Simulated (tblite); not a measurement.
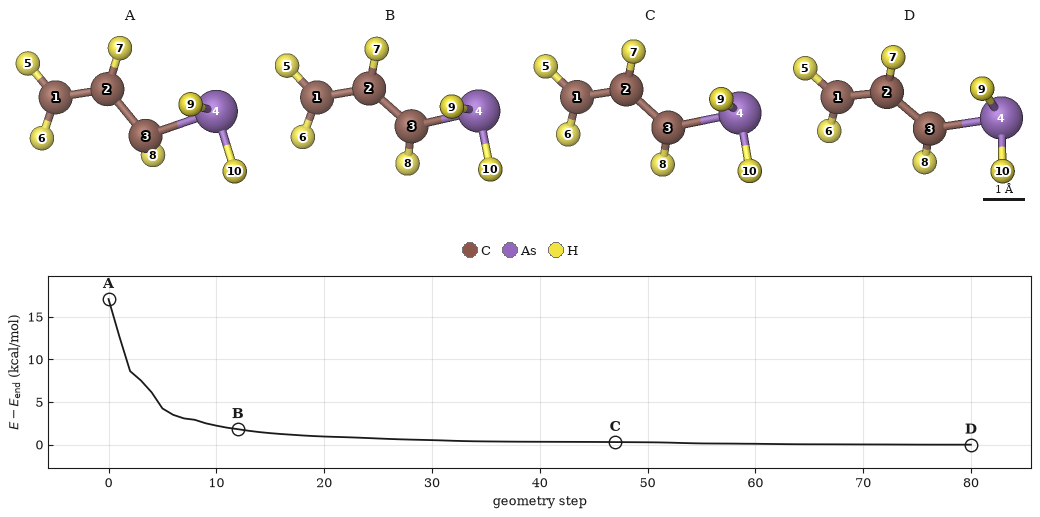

Frames of a relaxation of C₃H₆As (multiplicity 2), marked on the history of the run. A ball-and-stick model, seen at a tilt.

Method: GFN2-xTB geometry optimisation, gas phase in tblite. 

Q: What happens along the run?

A: After 80 geometry steps the energy has fallen by 17.1 kcal/mol. The largest move after the best rigid fit is that of H9, 0.61 Å. By element the largest moves are H 0.61 Å, As 0.26 Å, C 0.25 Å. Among the contacts that change: C2–C3 1.483 → 1.388 Å, As4–H9 1.578 → 1.499 Å, C3–As4 1.978 → 1.918 Å, As4–H10 1.565 → 1.506 Å. Among the angles between lasting bonds that change: C2–C3–As4 110.8° → 124.6°, As4–C3–H8 108.7° → 117.0°, C2–C3–H8 110.0° → 117.5°. From step 0 to 12: H8 moves most (0.35 Å), energy −15.3 kcal/mol. From step 12 to 47: H atoms move most (0.31 Å), energy −1.51 kcal/mol. From step 47 to 80: H atoms move most (0.35 Å), energy −0.30 kcal/mol.
